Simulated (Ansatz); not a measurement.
Ag (Fm-3m): the Drude term of Re ε in the infrared

Re ε of Ag (Fm-3m) at low photon energies is read from one computed spectrum; the carriers' damping was typed as γ = 0.05 eV.

Cell: a, b, c = 2.889, 2.889, 2.889 Å (primitive vectors), 1 atoms.

Method: Ansatz 0.2.0, PBE, independent particles, k-mesh 18×18×18 with interpolation inside its cells, Gaussian parameter 0.1 eV.

Launch of the response step: `ansatz run input.yaml --threads 4 --pin off --max-ram 8192MiB --backend cpu --events-out ev --progress --plain --runs-dir out`. The run took 8 s, on 4 threads of Arm Neoverse V1, with other jobs on the host.

```tsv
photon energy E (eV)	wavelength (µm)	Re ε
0.25	4.96	?
0.30	4.13	-898.8
0.35	3.54	-663.8
0.40	3.10	-509.4
0.50	2.48	-326.0
0.60	2.07	-225.5
0.70	1.77	-164.6
```

A Drude term over a constant background gives Re ε = ε_b − ωp²/(E² + γ²), linear in 1/(E² + γ²).

Working, on the rows shown:

| x = 1/(E² + γ²) (eV⁻²) | y = Re ε |
| --- | --- |
| 10.8108 | -898.8 |
| 8 | -663.8 |
| 6.15385 | -509.4 |
| 3.9604 | -326 |
| 2.75862 | -225.5 |
| 2.03046 | -164.6 |

Means: x̄ = 5.619, ȳ = -464.68. Σ(x − x̄)(y − ȳ) = -4743, Σ(x − x̄)² = 56.72. Slope = -4743 / 56.72 = -83.62; intercept = ȳ − slope · x̄ = 5.1728. The line misses the rows shown by at most 0.022.

Fill in the last column of the withheld row.

At x = 15.385 the line gives y = -1281.3. The run gave -1281.2, so the extrapolation is off by 0.071, 0.0 % of the range in the table.

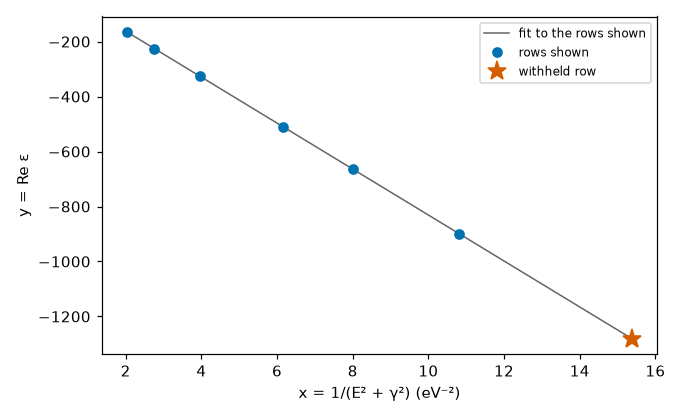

Refitted with all rows, the slope is -83.61 and the intercept 5.1528. These give ωp = √(−slope) = 9.14 eV, against 9.14 eV from the program's Fermi-surface sum, and a background ε_b = 5.2 from interband transitions. The values come from a sum over the points of one k-mesh and carry its error, which is largest for Fermi-surface quantities. Spin-orbit coupling is left out.

[Logs are printed without paths, hosts, clocks, repeated set-up lines and the standing remarks that a program may print on its own settings, such as how far it seeks lower states.]
